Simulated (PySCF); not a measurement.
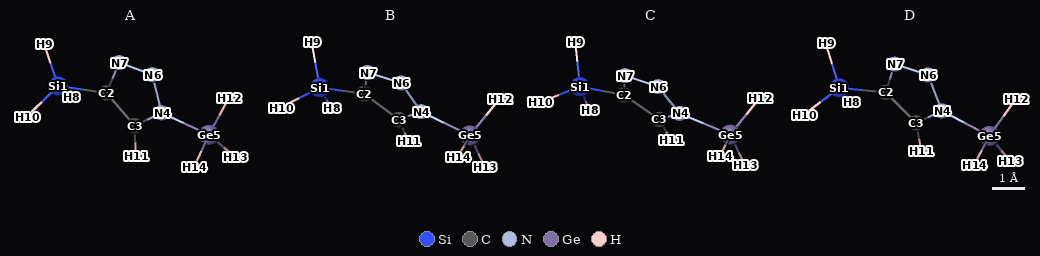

4 geometries from one relaxation of C₂H₇GeN₃Si, in shuffled order. A ball-and-stick model, seen at a tilt.

The start comes from GFN2-xTB. Its atoms were then displaced at random by about 0.01 Å.

Method: PBE0-D3(BJ)/def2-SVP geometry optimisation, gas phase (PySCF 2.14.0, density-fitted response routines). 

> Order the frames from highest to lowest energy.

A, D, B, C. They are steps 0, 7, 9, 15, at +0.279 eV, +0.039 eV, +0.018 eV relative to the last. The atom that moves furthest after the best rigid fit is H11 (0.84 Å). By element the largest moves are H 0.84 Å, N 0.77 Å, C 0.29 Å, Si 0.07 Å, Ge 0.05 Å. Among the contacts that change: Si1–H9 1.417 → 1.492 Å, Ge5–H12 1.462 → 1.530 Å, C3–N4 1.305 → 1.355 Å, Si1–C2 1.895 → 1.867 Å. Bond angles that change, for instance: Ge5–N4–N6 112.5° → 117.8°, C3–N4–Ge5 136.4° → 132.3°, N4–Ge5–H12 103.4° → 107.2°. Groups turn about Si1–C2 by about 50°, N4–Ge5 by about 50°. The energy falls by 0.279 eV in 15 geometry steps. Cost: 4.4 min on 1 thread of Arm Neoverse V1, on a shared host.
